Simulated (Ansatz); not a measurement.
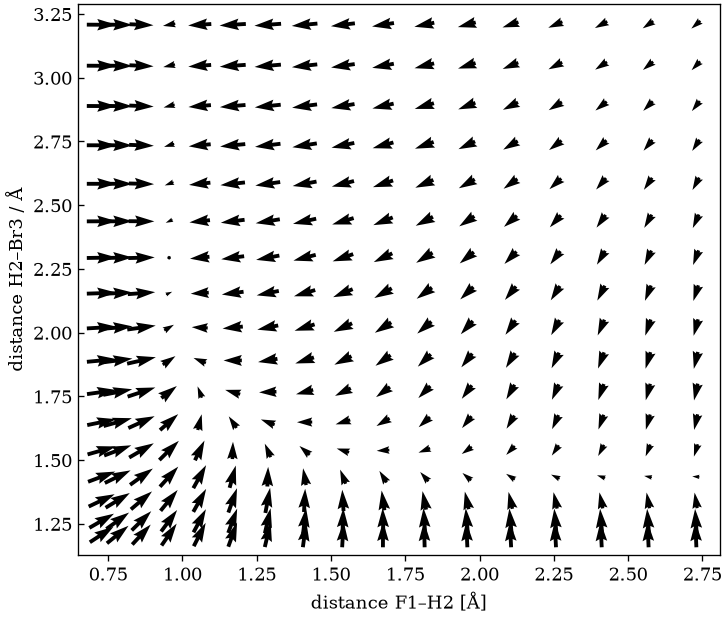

The system F⁻ + HBr. First axis: distance F1–H2. Second axis: distance H2–Br3. Nothing is relaxed (the angle F1–H2–Br3 is fixed at 140 degrees). Grid: 17 × 17 points. Points are written as (first, second). The reference is spin-restricted, so regions where a bond is pulled apart into radicals lie too high. Computed with RKS PBE0-D4/def2-TZVPD in Ansatz.

In the figure: arrows along the force (downhill), their lengths compressed.

### The arrows alone are given. Where is the energy lowest?

The arrows converge at about (0.956 Å, 2.242 Å) (read from the interpolated surface).

The energy map of the same scan:

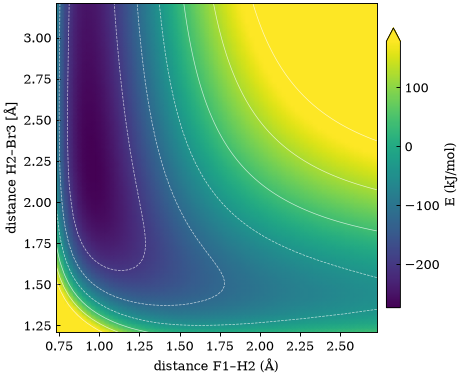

Energies are in kJ/mol, from F with charge -1 far from the relaxed HBr (each part in its own basis); between grid points the surface is interpolated.
